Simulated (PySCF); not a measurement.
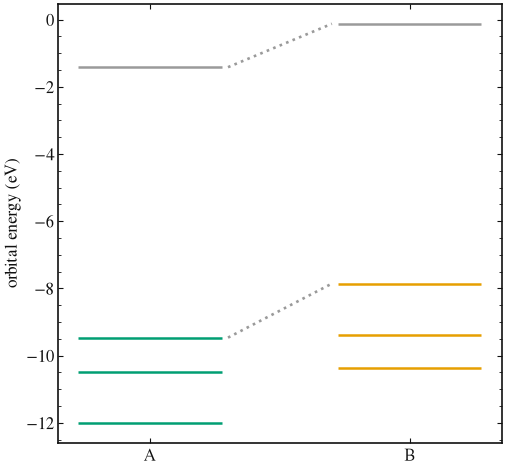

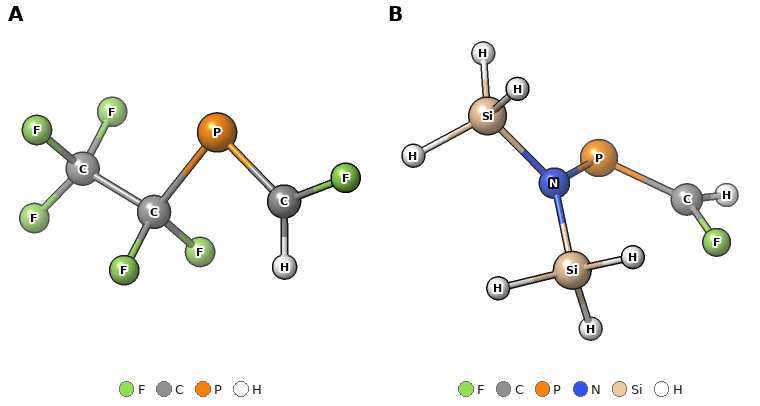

Related molecules: A is C₃HF₆P, SMILES F/C=P/C(F)(F)C(F)(F)F; B is CH₇FNPSi₂, SMILES F/C=P\N([SiH3])[SiH3]. Frontier orbital energies, CAM-B3LYP/def2-SVPD with PySCF 2.14.0, at a GFN2-xTB geometry (no frequency check); drawn are at most three filled levels and, in grey, the LUMO with any level within 0.03 eV of it; dotted lines join the HOMOs and the LUMOs.

What does the change do to the frontier levels?

From A to B the HOMO rises by 1.61 eV and the LUMO rises by 1.29 eV, so the separation goes from 8.05 to 7.73 eV.

Limits of at least one run: one conformer of a flexible molecule; the tight-binding geometry is rougher than a DFT one and adds to the error.
